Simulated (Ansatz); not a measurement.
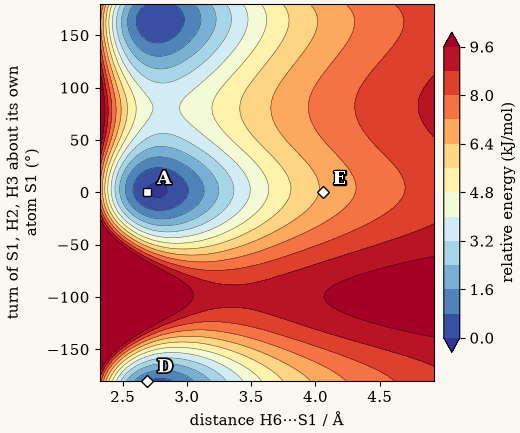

The pair H₂S···C₂H₂. The turn is about an axis along (0.31, 0.95, −0.08) in the frame of the relaxed pair, normal to the line between the partners. First axis: distance H6···S1. Second axis: turn of S1, H2, H3 about its own atom S1. The scan uses a 9 × 8 grid. Points are written as (first, second). All energies are given in kJ/mol relative to the lowest grid point. Theory: RKS wB97M-V/def2-SVPD (Ansatz).

The picture shows filled contours, one colour for all values above the top of the scale, lettered points. Between grid points the surface is interpolated.

Is A the lowest point of the computed grid?

Yes. A, at (2.693 Å, 0°), has the lowest energy of the grid.

What kind of point is each of A, D: minimum, saddle, maximum or slope?

A: minimum; D: minimum. (In these two coordinates alone; a stationary point may lie a little off the grid point.)

Rank the lettered points by energy, lowest first.

A (0.0 kJ/mol), D (0.8 kJ/mol), E (6.5 kJ/mol).
